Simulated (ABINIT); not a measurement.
# A GW chain in ABINIT: LiCl (Fm-3m)

Aim: the G0W0 gap of LiCl (Fm-3m) on PBE, step by step.

Program: ABINIT 10.8.3. Level of theory: PBE and many-body steps on it, plane waves. Results are calculated unless marked as measured.

**1. The starting structure**

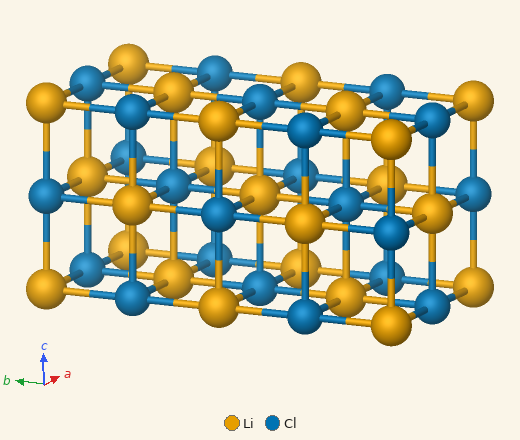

Start, viewed from a free direction; lithium orange, chlorine blue. 1×2×1 cells are drawn. This picture shows the conventional cell, with its axes. Some periodic images of atoms are drawn too.

The cell and positions come from the Crystallography Open Database and are kept as given unless a step says otherwise.

**2. Ground state**

This step: ABINIT 10.8.3; DFT, PBE, plane waves, norm-conserving pseudopotentials.

The ground-state density comes first.

Contents of run.abi:

```
acell 3*1.0 Angstrom
rprim 
  0.000000000000 2.571500000000 2.571500000000
  2.571500000000 0.000000000000 2.571500000000
  2.571500000000 2.571500000000 -0.000000000000
ntypat 2
znucl 3 17
natom 2
typat 1 2
xred 
  0.000000000000 0.000000000000 0.000000000000
  0.500000000000 0.500000000000 0.500000000000
pp_dirpath "pseudos"
pseudos "Li.upf, Cl.upf"
ecut 33
ngkpt 8 8 8
nshiftk 1
shiftk 0 0 0
kptopt 1
chksymbreak 0
nband 10
occopt 1
tolvrs 1e-10
nstep 60
prtwf 0
optforces 0
optstress 0
indata_prefix "in"
outdata_prefix "out"
tmpdata_prefix "tmp"
```

On the command line:

```
> OMP_NUM_THREADS=1 mpirun -n 4 abinit run.abi > log
```

Numbers of over 12 decimals in the logs are rounded to 6 here.

Output:

```text
.Version 10.8.3 of ABINIT. v10.8.2 released Aug 2026.

 Symmetries : space group Fm -3 m (#225); Bravais cF (face-center cubic)
================================================================================
 Values of the parameters that define the memory need of the present run
     intxc =       0    ionmov =       0      iscf =       7    lmnmax =       6
     lnmax =       6     mgfft =      36  mpssoang =       3    mqgrid =    3001
     natom =       2  nloc_mem =       1    nspden =       1   nspinor =       1
    nsppol =       1      nsym =      48    n1xccc =    2501    ntypat =       2
    occopt =       1   xclevel =       2
-    mband =          10        mffmem =           1         mkmem =           8
       mpw =        2120          nfft =       46656          nkpt =          29
================================================================================
  Rough estimation (10% accuracy) of disk space for files :
================================================================================

--------------------------------------------------------------------------------
------------- Echo of variables that govern the present computation ------------
--------------------------------------------------------------------------------
 -outvars: echo values of preprocessed input variables --------
            acell      1.8897261259E+00  1.8897261259E+00  1.8897261259E+00 Bohr

      chksymbreak           0
             ecut      3.30000000E+01 Hartree
-          fftalg         312

              ixc     -101130
              kpt      0.00000000E+00  0.00000000E+00  0.00000000E+00
                       1.25000000E-01  0.00000000E+00  0.00000000E+00
                       2.50000000E-01  0.00000000E+00  0.00000000E+00
                       3.75000000E-01  0.00000000E+00  0.00000000E+00
                       5.00000000E-01  0.00000000E+00  0.00000000E+00
                       1.25000000E-01  1.25000000E-01  0.00000000E+00
                       2.50000000E-01  1.25000000E-01  0.00000000E+00
                       3.75000000E-01  1.25000000E-01  0.00000000E+00
                       5.00000000E-01  1.25000000E-01  0.00000000E+00
   [... 18 further rows ...]
                      -3.75000000E-01  5.00000000E-01  1.25000000E-01
                      -2.50000000E-01  5.00000000E-01  2.50000000E-01
         kptrlatt        8    0    0      0    8    0      0    0    8
          kptrlen      5.49781828E+01
P           mkmem           8
            natom           2
            nband          10
            ngfft          36      36      36
             nkpt          29
            nstep          60
             nsym          48
           ntypat           2
              occ      2.000000  2.000000  2.000000  2.000000  2.000000  0.000000
                       0.000000  0.000000  0.000000  0.000000
        optforces           0
        optstress           0
            prtwf           0
            rprim      0.0000000000E+00  2.5715000000E+00  2.5715000000E+00
[...]
spgroup         225

           tolvrs      1.00000000E-10

             xred      0.0000000000E+00  0.0000000000E+00  0.0000000000E+00
[...]
znucl        3.00000   17.00000

================================================================================

 chkinp: Checking input parameters for consistency.

================================================================================
== DATASET  1 ==================================================================
-   mpi_nproc: 4, omp_nthreads: 1 (-1 if OMP is not activated)

--- !DatasetInfo
iteration_state: {dtset: 1, }
dimensions: {natom: 2, nkpt: 29, mband: 10, nsppol: 1, nspinor: 1, nspden: 1, mpw: 2120, }
cutoff_energies: {ecut:  33.0, pawecutdg:  -1.0, }
electrons: {nelect:   1.00000000E+01, charge:   0.00000000E+00, occopt:   1.00000000E+00, tsmear:   1.00000000E-02, }

 Real(R)+Recip(G) space primitive vectors, cartesian coordinates (Bohr,Bohr^-1):
 R(1)=  0.0000000  4.8594307  4.8594307  G(1)= -0.1028927  0.1028927  0.1028927
 R(2)=  4.8594307  0.0000000  4.8594307  G(2)=  0.1028927 -0.1028927  0.1028927
 R(3)=  4.8594307  4.8594307  0.0000000  G(3)=  0.1028927  0.1028927 -0.1028927
 Unit cell volume ucvol=  2.2950185E+02 bohr^3
 Angles (23,13,12)=  6.00000000E+01  6.00000000E+01  6.00000000E+01 degrees

 getcut: wavevector=  0.0000  0.0000  0.0000  ngfft=  36  36  36
         ecut(hartree)=     33.000   => boxcut(ratio)=   2.02572

--- Pseudopotential description ------------------------------------------------
- Li Generated using ONCVPSP code by D. R. Hamann
-  3.00000   3.00000  171031                  znucl, zion, pspdat
12 -101130 1 -1 1944                          pspcod,pspxc,lmax,lloc,mmax
     nproj     2     2     0
  pspatm : epsatm=    2.74360059
         --- l  ekb(1:nproj) -->
[...]
pspatm: atomic psp has been read  and splines computed

- Cl Generated using ONCVPSP code by D. R. Hamann
- 17.00000   7.00000  171031                  znucl, zion, pspdat
12 -101130 2 -1 1028                          pspcod,pspxc,lmax,lloc,mmax
     nproj     2     2     2
  pspatm : epsatm=    9.12776517
         --- l  ekb(1:nproj) -->
[...]
2   -2.938609   -0.805455
 pspatm: atomic psp has been read  and splines computed

   1.18713658E+02                                ecore*ucvol(ha*bohr**3)
--------------------------------------------------------------------------------

_setup2: Arith. and geom. avg. npw (full set) are    2077.611    2077.588

================================================================================

--- !BeginCycle
iteration_state: {dtset: 1, }
solver: {iscf: 7, nstep: 60, nline: 4, wfoptalg: 0, }
tolerances: {tolvrs: 1.00E-10, }

     iter   Etot(hartree)      deltaE(h)  residm     vres2
 ETOT  1  -23.725085250753    -2.373E+01 5.349E-02 2.825E+01
 ETOT  2  -23.736481926495    -1.140E-02 4.901E-03 2.665E+00
 ETOT  3  -23.736896654719    -4.147E-04 5.779E-04 1.045E-01
 ETOT  4  -23.736901875480    -5.221E-06 3.884E-04 3.541E-03
 ETOT  5  -23.736901999553    -1.241E-07 3.500E-04 3.623E-05
 ETOT  6  -23.736902000918    -1.365E-09 7.767E-05 7.094E-07
 ETOT  7  -23.736902000948    -3.057E-11 1.372E-04 1.184E-08
 ETOT  8  -23.736902000949    -4.761E-13 1.638E-05 2.057E-10
 ETOT  9  -23.736902000950    -6.963E-13 4.847E-05 1.591E-12

 At SCF step    9       vres2   =  1.59E-12 < tolvrs=  1.00E-10 =>converged.

--- !ResultsGS
iteration_state: {dtset: 1, }
comment   : Summary of ground state results
lattice_vectors:
- [  0.0000000,   4.8594307,   4.8594307, ]
- [  4.8594307,   0.0000000,   4.8594307, ]
- [  4.8594307,   4.8594307,  -0.0000000, ]
lattice_lengths: [   6.87227,    6.87227,    6.87227, ]
lattice_angles: [ 60.000,  60.000,  60.000, ] # degrees, (23, 13, 12)
lattice_volume:   2.2950185E+02
convergence: {deltae: -6.963E-13, res2:  1.591E-12, residm:  4.847E-05, diffor:  0.000E+00, }
etotal    :  -2.37369020E+01
entropy   :   0.00000000E+00
fermie    :   7.07449410E-03
cartesian_stress_tensor: null
pressure_GPa: null
xred      :
- [  0.0000E+00,   0.0000E+00,   0.0000E+00, Li]
- [  5.0000E-01,   5.0000E-01,   5.0000E-01, Cl]
cartesian_forces: null
force_length_stats: {min: null, max: null, mean: null, }

 Integrated electronic density in atomic spheres:
 ------------------------------------------------
 Atom  Sphere_radius  Integrated_density
    1        2.00000          2.17088333
    2        2.00000          5.10754524
================================================================================

 ----iterations are completed or convergence reached----

 Mean square residual over all n,k,spin=   19.560E-08; max=  48.473E-06
 reduced coordinates (array xred) for    2 atoms
       0.000000000000      0.000000000000      0.000000000000
       0.500000000000      0.500000000000      0.500000000000
 rms dE/dt=  0.0000E+00; max dE/dt=  0.0000E+00; dE/dt below (all hartree)
    1       0.000000000000      0.000000000000      0.000000000000
    2       0.000000000000      0.000000000000      0.000000000000

 cartesian coordinates (angstrom) at end:
    1      0.000000     0.000000     0.000000
    2      2.571500     2.571500     2.571500
 length scales=  1.889726125908  1.889726125908  1.889726125908 bohr
              =  1.000000000000  1.000000000000  1.000000000000 angstroms
 prteigrs : about to open file out_EIG
 Fermi (or HOMO) energy (hartree) =   0.00707   Average Vxc (hartree)=  -0.32134
 Eigenvalues (hartree) for nkpt=  29  k points:
 kpt#   1, nband= 10, wtk=  0.00195, kpt=  0.0000  0.0000  0.0000 (reduced coord)
  -1.59114   -0.48424    0.00707    0.00707    0.00707    0.23803    0.44044    0.44044
   0.44044    0.53344
 prteigrs : prtvol=0 or 1, do not print more k-points.

--- !EnergyTerms
iteration_state     : {dtset: 1, }
comment             : Components of total free energy in Hartree
kinetic             :  1.08076392581941E+01
hartree             :  3.82436065164391E+00
xc                  : -6.21216049699690E+00
Ewald energy        : -1.60353546846629E+01
psp_core            :  5.17266677756038E-01
local_psp           : -1.42412904835214E+01
non_local_psp       : -2.39736292336241E+00
total_energy        : -2.37369020009496E+01
total_energy_eV     : -6.45914008630839E+02
band_energy         : -4.34374594158830E+00

== END DATASET(S) ==============================================================
================================================================================

 -outvars: echo values of variables after computation  --------
           etotal     -2.3736902001E+01
            nband          10
             nkpt          29
          spgroup         225
 [... the other variables as echoed above ...]

 Calculation completed.
```

It took 6.3 s on 4 MPI ranks of Arm Neoverse V1, shared host; peak memory 0.27 GiB; 25 s of CPU time.

This step gave:

| Property | Result |
| --- | --- |
| total energy | -645.9140 eV |
| gap | 6.285 eV |
| k of the valence top | 0, 0, 0 |
| k of the conduction bottom | 0, 0, 0 |
| least direct gap | 6.285 eV |

The gap is direct, at Γ.

**3. Bands along the symmetry lines**

Levels along a band path, at the cheap level, show where the edges lie and whether the meshes to come will hold them.

Contents of run.abi:

```
acell 3*1.0 Angstrom
rprim 
  0.000000000000 2.571500000000 2.571500000000
  2.571500000000 0.000000000000 2.571500000000
  2.571500000000 2.571500000000 -0.000000000000
ntypat 2
znucl 3 17
natom 2
typat 1 2
xred 
  0.000000000000 0.000000000000 0.000000000000
  0.500000000000 0.500000000000 0.500000000000
pp_dirpath "pseudos"
pseudos "Li.upf, Cl.upf"
ecut 33
iscf -2
irdden 1
kptopt 0
nkpt 50
kpt 
  0.00000000 0.00000000 0.00000000
  0.06250000 0.00000000 0.06250000
  0.12500000 0.00000000 0.12500000
  0.18750000 0.00000000 0.18750000
  0.25000000 0.00000000 0.25000000
  0.31250000 0.00000000 0.31250000
  0.37500000 0.00000000 0.37500000
  0.43750000 0.00000000 0.43750000
  0.50000000 0.00000000 0.50000000
  0.51562500 0.03125000 0.51562500
  0.53125000 0.06250000 0.53125000
  0.54687500 0.09375000 0.54687500
  0.56250000 0.12500000 0.56250000
  0.57812500 0.15625000 0.57812500
  0.59375000 0.18750000 0.59375000
  0.60937500 0.21875000 0.60937500
  0.62500000 0.25000000 0.62500000
  0.37500000 0.37500000 0.75000000
  0.32812500 0.32812500 0.65625000
  0.28125000 0.28125000 0.56250000
  0.23437500 0.23437500 0.46875000
  0.18750000 0.18750000 0.37500000
  0.14062500 0.14062500 0.28125000
  0.09375000 0.09375000 0.18750000
  0.04687500 0.04687500 0.09375000
  0.00000000 0.00000000 0.00000000
  0.06250000 0.06250000 0.06250000
  0.12500000 0.12500000 0.12500000
  0.18750000 0.18750000 0.18750000
  0.25000000 0.25000000 0.25000000
  0.31250000 0.31250000 0.31250000
  0.37500000 0.37500000 0.37500000
  0.43750000 0.43750000 0.43750000
  0.50000000 0.50000000 0.50000000
  0.50000000 0.46875000 0.53125000
  0.50000000 0.43750000 0.56250000
  0.50000000 0.40625000 0.59375000
  0.50000000 0.37500000 0.62500000
  0.50000000 0.34375000 0.65625000
  0.50000000 0.31250000 0.68750000
  0.50000000 0.28125000 0.71875000
  0.50000000 0.25000000 0.75000000
  0.50000000 0.21875000 0.71875000
  0.50000000 0.18750000 0.68750000
  0.50000000 0.15625000 0.65625000
  0.50000000 0.12500000 0.62500000
  0.50000000 0.09375000 0.59375000
  0.50000000 0.06250000 0.56250000
  0.50000000 0.03125000 0.53125000
  0.50000000 0.00000000 0.50000000
istwfk *1
nband 12
nbdbuf 2
tolwfr 1e-08
nstep 40
prtwf 0
prtvol 0
indata_prefix "in"
outdata_prefix "out"
tmpdata_prefix "tmp"
```

Output:

```text
.Version 10.8.3 of ABINIT. v10.8.2 released Aug 2026.

 Symmetries : space group Fm -3 m (#225); Bravais cF (face-center cubic)
[... echo of the input left out ...]
== DATASET  1 ==================================================================
-   mpi_nproc: 4, omp_nthreads: 1 (-1 if OMP is not activated)

--- !DatasetInfo
iteration_state: {dtset: 1, }
dimensions: {natom: 2, nkpt: 50, mband: 12, nsppol: 1, nspinor: 1, nspden: 1, mpw: 2120, }
cutoff_energies: {ecut:  33.0, pawecutdg:  -1.0, }
electrons: {nelect:   1.00000000E+01, charge:   0.00000000E+00, occopt:   1.00000000E+00, tsmear:   1.00000000E-02, }

 Real(R)+Recip(G) space primitive vectors, cartesian coordinates (Bohr,Bohr^-1):
 R(1)=  0.0000000  4.8594307  4.8594307  G(1)= -0.1028927  0.1028927  0.1028927
 R(2)=  4.8594307  0.0000000  4.8594307  G(2)=  0.1028927 -0.1028927  0.1028927
 R(3)=  4.8594307  4.8594307  0.0000000  G(3)=  0.1028927  0.1028927 -0.1028927
 Unit cell volume ucvol=  2.2950185E+02 bohr^3
 Angles (23,13,12)=  6.00000000E+01  6.00000000E+01  6.00000000E+01 degrees

 getcut: wavevector=  0.0000  0.0000  0.0000  ngfft=  36  36  36
         ecut(hartree)=     33.000   => boxcut(ratio)=   2.02572

--- Pseudopotential description ------------------------------------------------
- Li Generated using ONCVPSP code by D. R. Hamann
-  3.00000   3.00000  171031                  znucl, zion, pspdat
12 -101130 1 -1 1944                          pspcod,pspxc,lmax,lloc,mmax
     nproj     2     2     0
  pspatm : epsatm=    2.74360059
         --- l  ekb(1:nproj) -->
             0   -4.951544   -1.544797
             1   -2.250661   -0.474685
 pspatm: atomic psp has been read  and splines computed

- Cl Generated using ONCVPSP code by D. R. Hamann
- 17.00000   7.00000  171031                  znucl, zion, pspdat
12 -101130 2 -1 1028                          pspcod,pspxc,lmax,lloc,mmax
     nproj     2     2     2
  pspatm : epsatm=    9.12776517
         --- l  ekb(1:nproj) -->
             0    8.139296    0.698720
[...]
pspatm: atomic psp has been read  and splines computed

--------------------------------------------------------------------------------

================================================================================
 prteigrs : about to open file out_EIG
 Non-SCF case, kpt    1 (  0.00000  0.00000  0.00000), residuals and eigenvalues=
  7.59E-09  8.36E-09  1.27E-09  2.31E-09  4.16E-09  2.35E-09  2.81E-09  7.13E-09
  5.07E-09  9.38E-09  3.77E-07  7.03E-09
 -1.5911E+00 -4.8424E-01  7.0745E-03  7.0745E-03  7.0745E-03  2.3803E-01
  4.4044E-01  4.4044E-01  4.4044E-01  5.3331E-01  5.3331E-01  5.3967E-01
 Non-SCF case, kpt    2 (  0.06250  0.00000  0.06250), residuals and eigenvalues=
  1.43E-09  9.90E-09  5.66E-09  2.50E-09  6.81E-09  2.65E-09  6.33E-09  5.57E-09
  8.89E-09  2.55E-09  2.54E-04  1.50E-08
 -1.5911E+00 -4.8330E-01  2.4519E-03  5.3341E-03  5.3341E-03  2.4486E-01
[...]
Non-SCF case, kpt    3 (  0.12500  0.00000  0.12500), residuals and eigenvalues=
  5.79E-09  2.21E-09  4.95E-09  1.85E-09  9.78E-09  9.51E-09  8.46E-09  2.46E-09
  4.86E-09  9.08E-09  1.00E-05  6.32E-09
[...]
Non-SCF case, kpt   49 (  0.50000  0.03125  0.53125), residuals and eigenvalues=
[...]
Non-SCF case, kpt   50 (  0.50000  0.00000  0.50000), residuals and eigenvalues=
[...]
-1.5910E+00 -4.5496E-01 -9.7790E-02 -3.2782E-02 -3.2782E-02  2.9430E-01
  3.1055E-01  4.6171E-01  5.2386E-01  5.2386E-01  6.1356E-01  6.6566E-01

--- !ResultsGS
iteration_state: {dtset: 1, }
comment   : Summary of ground state results
lattice_vectors:
- [  0.0000000,   4.8594307,   4.8594307, ]
- [  4.8594307,   0.0000000,   4.8594307, ]
- [  4.8594307,   4.8594307,  -0.0000000, ]
lattice_lengths: [   6.87227,    6.87227,    6.87227, ]
lattice_angles: [ 60.000,  60.000,  60.000, ] # degrees, (23, 13, 12)
lattice_volume:   2.2950185E+02
convergence: {deltae:  0.000E+00, res2:  0.000E+00, residm:  9.936E-09, diffor:  0.000E+00, }
etotal    :  -2.37369020E+01
entropy   :   0.00000000E+00
fermie    :   7.07449410E-03
cartesian_stress_tensor: null
pressure_GPa: null
xred      :
- [  0.0000E+00,   0.0000E+00,   0.0000E+00, Li]
- [  5.0000E-01,   5.0000E-01,   5.0000E-01, Cl]
cartesian_forces: null
force_length_stats: {min: null, max: null, mean: null, }

 Integrated electronic density in atomic spheres:
 ------------------------------------------------
 Atom  Sphere_radius  Integrated_density
[...]
================================================================================

 ----iterations are completed or convergence reached----

 Mean square residual over all n,k,spin=   47.201E-10; max=  99.356E-10
 reduced coordinates (array xred) for    2 atoms
       0.000000000000      0.000000000000      0.000000000000
       0.500000000000      0.500000000000      0.500000000000

 cartesian coordinates (angstrom) at end:
[...]
length scales=  1.889726125908  1.889726125908  1.889726125908 bohr
              =  1.000000000000  1.000000000000  1.000000000000 angstroms
 prteigrs : about to open file out_EIG
 Eigenvalues (hartree) for nkpt=  50  k points:
 kpt#   1, nband= 12, wtk=  1.00000, kpt=  0.0000  0.0000  0.0000 (reduced coord)
[...]
kpt#   2, nband= 12, wtk=  1.00000, kpt=  0.0625  0.0000  0.0625 (reduced coord)
[...]
kpt#   3, nband= 12, wtk=  1.00000, kpt=  0.1250  0.0000  0.1250 (reduced coord)
[...]
kpt#  49, nband= 12, wtk=  1.00000, kpt=  0.5000  0.0313  0.5313 (reduced coord)
  -1.59101   -0.45498   -0.09730   -0.03362   -0.03273    0.29540    0.31216    0.46020
   0.51564    0.52487    0.62135    0.66518
 kpt#  50, nband= 12, wtk=  1.00000, kpt=  0.5000  0.0000  0.5000 (reduced coord)
  -1.59101   -0.45496   -0.09779   -0.03278   -0.03278    0.29430    0.31055    0.46171
   0.52386    0.52386    0.61356    0.66566

== END DATASET(S) ==============================================================
================================================================================

 -outvars: echo values of variables after computation  --------
            nband          12
             nkpt          50
          spgroup         225
 [... the other variables as echoed above ...]

 Calculation completed.
```

Elapsed: 5.8 s, on 4 MPI ranks; peak memory 0.25 GiB.

Numbers from this step:

- gap: 6.282 eV
- k of the valence top: 0.0469, 0.0469, 0.0938
- k of the conduction bottom: 0, 0, 0
- least direct gap: 6.285 eV

The gap is 6.282 eV, −0.002 eV from the run before at this level.

Electronic bands along the path, in eV, zero at the top of the highest filled band; v1 is the highest filled band, c1 the lowest empty one:

| point | v4 | v3 | v2 | v1 | c1 | c2 | c3 | c4 |
| --- | --- | --- | --- | --- | --- | --- | --- | --- |
| Γ | -13.37 | 0.00 | 0.00 | 0.00 | 6.28 | 11.79 | 11.79 | 11.79 |
| X | -12.57 | -2.86 | -1.09 | -1.09 | 7.81 | 8.26 | 12.37 | 14.06 |
| U | -12.60 | -2.45 | -1.76 | -0.82 | 8.04 | 9.86 | 11.37 | 11.65 |
| jump to K | -12.60 | -2.45 | -1.76 | -0.82 | 8.04 | 9.86 | 11.37 | 11.65 |
| Γ | -13.37 | 0.00 | 0.00 | 0.00 | 6.28 | 11.79 | 11.79 | 11.79 |
| L | -12.81 | -2.78 | -0.25 | -0.25 | 6.74 | 9.43 | 9.43 | 12.89 |
| W | -12.58 | -2.09 | -2.09 | -1.05 | 9.46 | 10.08 | 10.36 | 10.36 |
| X | -12.57 | -2.86 | -1.09 | -1.09 | 7.81 | 8.26 | 12.37 | 14.06 |

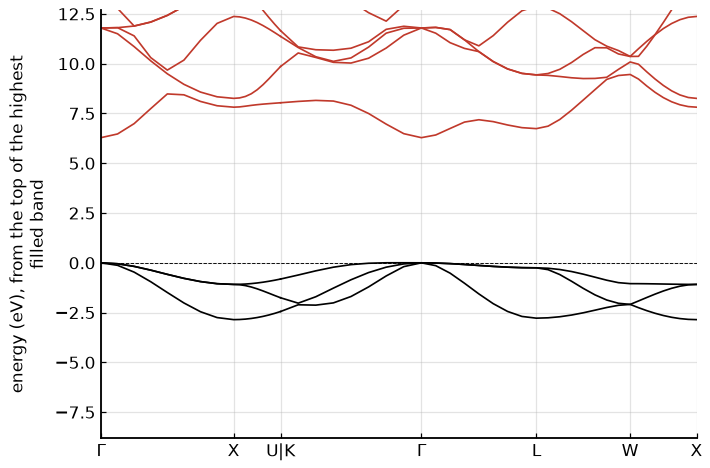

Electronic bands along the path; lines of filled and empty bands in two colours.

[end of part 1 of 2]

[Paths, hosts, dates, memory and timing lines, banners, echoed tables and standing remarks are left out of the program output.]

[Logs are printed without paths, hosts, clocks, repeated set-up lines and the standing remarks that a program may print on its own settings, such as how far it seeks lower states.]

[Runs of the session that timed out or met a known fault of the program may be left out.]

[Hosts, paths, dates, database ids (printed as entryN), source tags and the programs' standing remarks are cut or masked in the printed files.]

[G0W0 gaps are taken among the corrected bands and points alone; a level outside them can change the order at an edge.]

[Where Ansatz stands beside ABINIT at settings called matched, ABINIT's density can come from a denser mesh and the files from another edition; pairs whose starting gaps differed by over 0.03 eV were left out, so agreement reads better than it is.]
